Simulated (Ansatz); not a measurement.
Process, species as SMILES: ClBr (Cl-Br) → Cl atom + Br atom
B3LYP-D3(BJ)/def2-TZVP geometries, fixed; electronic energies without zero-point terms.

Basis-set convergence of the bond dissociation energy at B3LYP with Ansatz (a program for electronic structure). Cartesian d functions, on some or all atoms, in 3-21G, 6-311G**; all else is spherical. The program fits the integrals of some runs and decomposes those of others, by size. Open shells are unrestricted. No added dispersion term, no relativity. Functions are those of the species that has most. Reference: the value in aug-cc-pV(5+d)Z, 52.89 kcal/mol, itself unsure by roughly 0.07 kcal/mol (its mean distance from pcseg-4, aug-pcseg-3, aug-cc-pV(Q+d)Z). Deviations are taken from unrounded values.

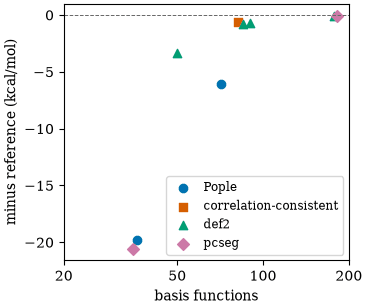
Deviation from the reference against the number of basis functions, by family of sets.

```
basis        functions  bond dissociation energy (kcal/mol)  minus reference (kcal/mol)
-----------  ---------  -----------------------------------  --------------------------
pcseg-0             35                                32.33                      -20.56
3-21G               36                                33.12                      -19.76
def2-SVP            50                                49.53                       -3.36
6-311G**            71                                46.81                       -6.08
cc-pV(T+d)Z         82                                52.25                       -0.63
def2-TZVP           85                                52.13                       -0.75
def2-TZVPP          90                                52.15                       -0.74
def2-QZVPPD        177                                52.79                       -0.10
aug-pcseg-3        182                                52.84                       -0.05
```
